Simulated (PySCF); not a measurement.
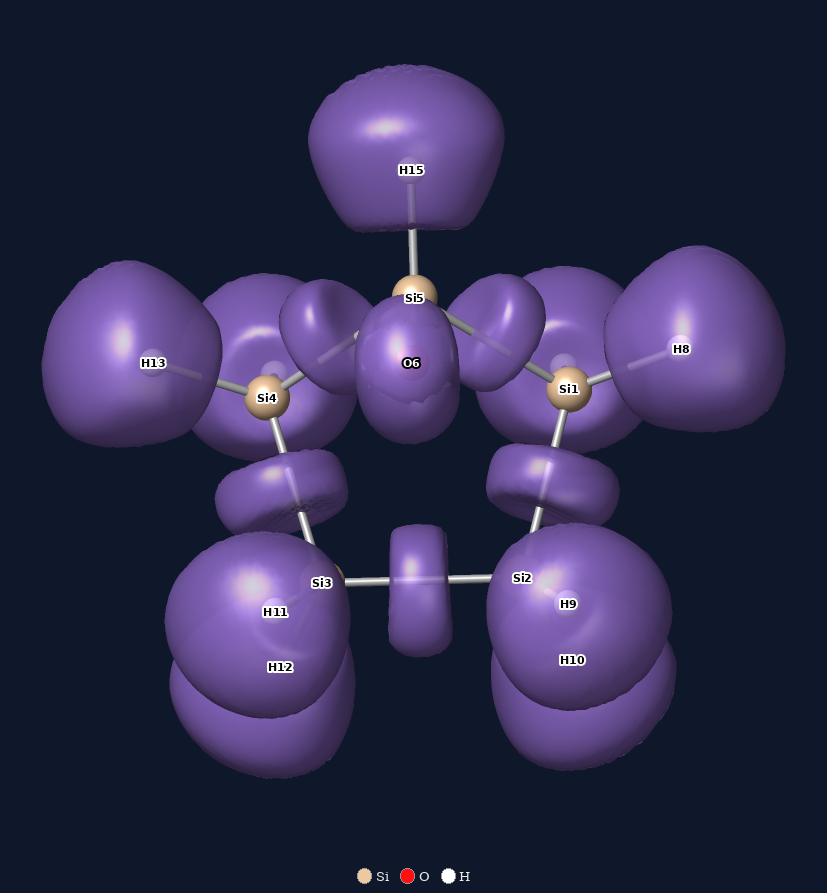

H$_{9}$OSi$_{5}$ (SMILES [O][SiH]1[SiH2][SiH2][SiH2][SiH2]1) (doublet). Isosurface of the electron localisation function at 0.8 (purple), seen across its widest extent. Core shells and regions of very low density are left out.

Geometry: PBE0-D3(BJ)/def2-SVP.

Method: PySCF 2.14.0, density-fitted response routines, UKS B3LYP, IGLO-III on O Si, pcH-1 on H, non-relativistic, mean-field spin-orbit, GIAO.

```xyz
15

Si   -1.3964    1.0209    1.0145
Si   -1.6852   -0.3024   -0.9062
Si    0.3744   -1.4226   -1.1823
Si    1.7094   -0.6666    0.5965
Si    0.8952    1.5676    0.7143
O     0.9342    1.9541   -0.8718
H    -1.5665    0.2435    2.2828
H    -2.2460    2.2497    1.0618
H    -1.9812    0.5836   -2.0712
H    -2.8075   -1.2770   -0.7294
H     1.0281   -1.0519   -2.4726
H     0.1921   -2.9075   -1.1295
H     3.1810   -0.6923    0.3384
H     1.4125   -1.3678    1.8861
H     1.5398    2.4965    1.6949
```

Question: Describe the localisation domains.

Answer: The surface consists of five regions between bonded Si–Si atoms (shared pairs), nine regions around hydrogen nuclei and one region wrapped around O (its lone pairs, merged into a ring or cap). Profiles from the grid: Si–O (1.63 Å): the ELF peaks at about 0.90 between the atoms (a polar covalent bond). Si–Si (2.35 Å): the ELF peaks at about 1 between the atoms (a shared electron pair).
